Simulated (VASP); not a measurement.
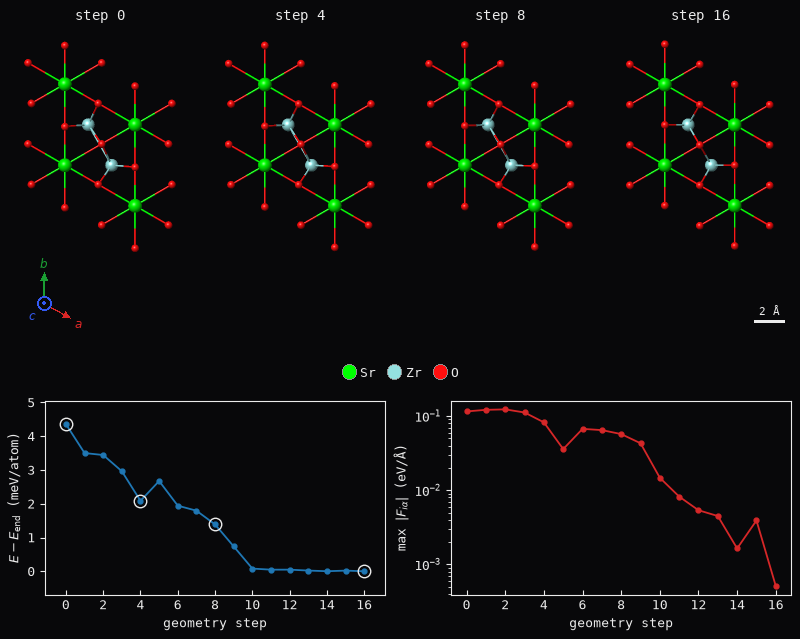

Frames of a relaxation of a crystal of SrZr$_{2}$O$_{3}$ (a generated structure, set up in P-62m), marked on the history of the run. A ball-and-stick model of the cell of the calculation, seen along the c axis.

The run lets cell and atoms move.

Level of theory: VASP, Kohn-Sham DFT of a periodic cell, PBE, VASP PAW PBE potentials, recommended.

Input
```
ALGO = Normal ; EDIFF = 1E-6
EDIFFG = -0.01 ; ENCUT = 520
GGA = PE ; IBRION = 2
ISIF = 3 ; ISMEAR = 0
KPAR = 4 ; LASPH = T
LCHARG = F ; LREAL = F
LWAVE = F ; NELM = 120
NSW = 90 ; PREC = Accurate
SIGMA = 0.1
```

Command:
```bash
cat potpaw_PBE.64/Sr_sv/POTCAR potpaw_PBE.64/Zr_sv/POTCAR potpaw_PBE.64/O/POTCAR > POTCAR
mpirun -np 4 vasp_std > vasp.out
```

Describe the path.

The largest moves relative to the cell, 0.13 Å, are those of O atoms. Zr and Sr stay in place. Cell: a = b 5.512 → 5.482 Å (−0.5 %), c 3.244 → 3.264 Å (+0.6 %). Volume −0.5 %. Among the contacts that change: O–Sr 2.889 → 2.741 Å, O–Sr 2.623 → 2.741 Å, Sr–Sr 3.244 → 3.264 Å, Zr–Zr 3.244 → 3.264 Å. Bond angles that change, for instance: Zr–O–Zr 173.3° → 180.0°, Sr–O–Zr 86.6° → 90.0°, Sr–O–Zr 93.4° → 90.0°. The space group (tolerance 0.01 Å) goes from P-62m (No. 189) to P6/mmm (No. 191). Over 16 geometry steps the energy falls by 4.4 meV per atom. Largest force component: 0.12 eV/Å at the start, 0.00051 eV/Å at the end. Pressure: −0.34 GPa at the start and −0.02 GPa at the end. It ran on 4 threads of Intel(R) Xeon(R) Platinum 8488C (Sapphire Rapids), on a shared host. From step 0 to 4: O atoms move most (0.04 Å), volume +0.1 %, energy −2.3 meV per atom. From step 4 to 8: O atoms move most (0.03 Å), volume +0.1 %, energy −0.7 meV per atom. From step 8 to 16: O atoms move most (0.07 Å), volume −0.7 %, energy −1.4 meV per atom.

```csv
step,"E − E(0), meV/atom","largest force component, eV/Å","pressure, GPa","volume, Å³/atom"
0,0.00,0.1156,-0.34,14.227
1,-0.86,0.1215,0.10,14.165
2,-0.92,0.1232,0.24,14.146
3,-1.40,0.1118,-0.07,14.170
4,-2.27,0.0823,-0.91,14.242
5,-1.69,0.0359,-2.52,14.388
6,-2.42,0.0672,-1.41,14.286
7,-2.56,0.0647,-1.35,14.280
8,-2.97,0.0572,-1.15,14.262
9,-3.62,0.0430,-0.77,14.224
10,-4.28,0.0147,0.05,14.150
11,-4.31,0.0082,0.27,14.130
12,-4.31,0.0054,0.30,14.127
13,-4.34,0.0045,0.23,14.137
14,-4.36,0.0016,0.10,14.151
15,-4.34,0.0039,-0.19,14.178
16,-4.36,0.0005,-0.02,14.160
```
